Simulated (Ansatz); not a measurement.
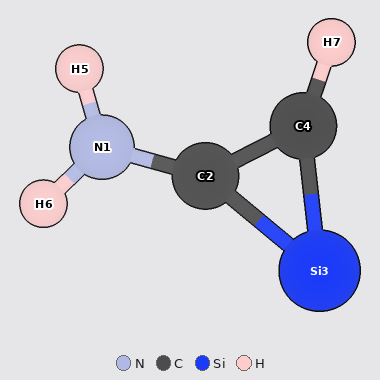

The system is C2H3NSi; the picture shows the reference structure. 
- Coordinates scanned: (1) bond length N1–H5; (2) angle H5–N1–H6.
- Nothing is relaxed (all other coordinates rigid).
- The scan uses a 15 × 15 grid.
- Points are written as (first, second).
- Energies are in kJ/mol, from the relaxed molecule at the same level.
- Method: RKS PBE0-D4/def2-TZVP in Ansatz.

Its coordinates:

```xyz
7

N    -0.5750    1.0370   -0.0714
C     0.1084   -0.0292    0.3413
Si    1.0023   -1.0851    1.5494
C     0.5834   -1.1852   -0.1901
H    -0.8846    1.1319   -1.0246
H    -0.8001    1.7795    0.5649
H     0.5657   -1.6489   -1.1696
```

Range: bond length N1–H5 from 0.846 to 1.309 Å; angle H5–N1–H6 from 92.5 to 142.5°.

**What will the energy surface look like?**

The lowest grid point is at (1.011 Å, 117.5°), 0.04 kJ/mol from the relaxed molecule at the same level. It is the only kind of minimum in the scanned range. The highest grid point, (1.309 Å, 142.5°), lies 168 kJ/mol above the lowest. Round the minimum the two coordinates are nearly uncoupled.

```tsv
angle H5–N1–H6 ↓, bond length N1–H5 →	0.846	0.879	0.912	0.945	0.978	1.011	1.044	1.077	1.110	1.143	1.176	1.210	1.243	1.276	1.309
142.5	142	108	84	69	61	59	62	68	77	89	103	118	134	151	168
138.9	126	91	68	53	45	43	46	52	62	74	87	103	119	136	153
135.4	112	78	55	40	32	30	33	40	49	61	75	91	107	124	141
131.8	101	67	44	29	21	19	22	29	38	50	64	80	96	113	131
128.2	93	58	35	20	13	11	14	20	30	42	56	72	88	105	123
124.6	87	52	29	14	7	5	8	14	24	36	50	66	82	99	117
121.1	83	49	25	11	3	1	4	11	20	32	46	62	78	96	113
117.5	82	48	24	10	2	0	3	9	19	31	45	60	77	94	111
113.9	84	49	26	11	3	1	4	10	20	32	46	61	77	94	112
110.4	87	53	30	15	7	5	7	14	23	35	49	64	80	97	114
106.8	94	60	36	21	13	11	13	19	29	40	54	69	85	102	119
103.2	103	68	45	29	21	19	21	28	37	48	62	77	93	109	126
99.6	114	80	56	40	32	30	32	38	47	58	71	86	102	118	135
96.1	128	93	69	53	45	42	45	50	59	70	83	98	113	129	146
92.5	144	109	85	69	61	58	60	65	74	85	97	112	127	143	159
```

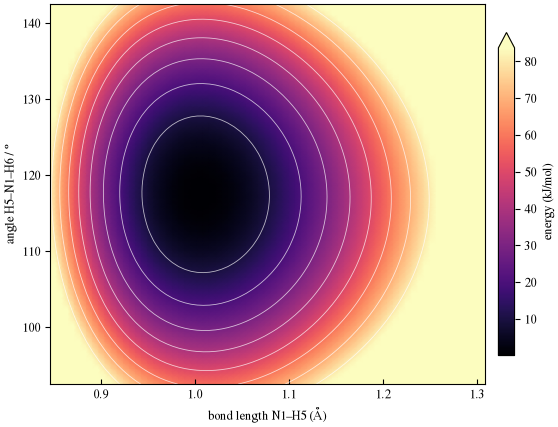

In the figure: a smooth colour map with a few white contour lines, one colour for all values above the top of the scale. Between grid points the surface is interpolated.

Each point was launched as `ansatz run input.yaml --threads 1 --pin off --max-ram 2560MiB --backend cpu --events-out ev --progress --plain --runs-dir out`. Time for the 225 points that were run: 31 min on 1 thread of Arm Neoverse N1 (shared host).
